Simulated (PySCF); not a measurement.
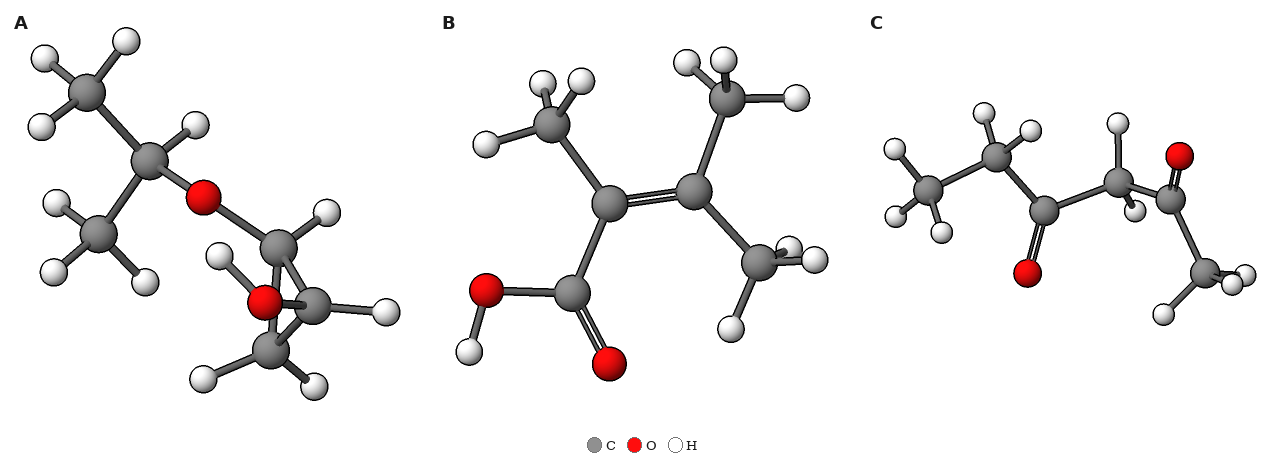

Figure made from data computed with PySCF.

```xyz
18
charge 0, multiplicity 1
C    -0.7889    0.6515    1.6928
C    -0.6557   -0.0896    0.3915
C    -1.8387   -0.9258    0.0211
C     0.4896    0.0536   -0.3273
C     1.5979    0.9346    0.1893
C     0.6951   -0.6392   -1.6248
O    -0.0910   -1.3356   -2.2273
O     1.9233   -0.4221   -2.1354
H    -0.6803    1.7391    1.5491
H    -1.7620    0.4661    2.1671
H    -0.0006    0.3557    2.4049
H    -2.1342   -1.5467    0.8831
H    -2.6987   -0.2644   -0.1863
H    -1.6630   -1.5533   -0.8560
H     2.4533    0.9524   -0.4926
H     1.9581    0.5908    1.1731
H     1.2531    1.9727    0.3265
H     1.9444   -0.9248   -2.9633
```

Which picture belongs to the input above?

B. The file holds C6H10O2, `CC(C)=C(C)C(=O)O`.
